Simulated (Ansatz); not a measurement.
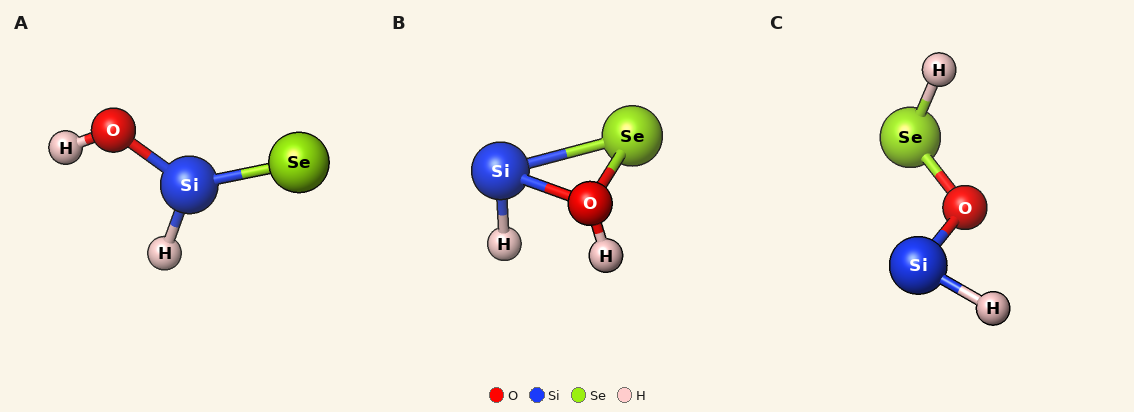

3 stationary structures of one formula. Geometries: PBE0-D4/def2-TZVP. Electronic energies: RHF-CCSD(T) (frozen core)/def2-TZVPP (Ansatz 0.2.0), without zero-point energy. No frequency run is at hand to confirm each as a minimum.

### Which structure is the most stable?

A is lowest (Cs); C lies 2.993 eV above it (C1), B lies 3.116 eV above it (C1).
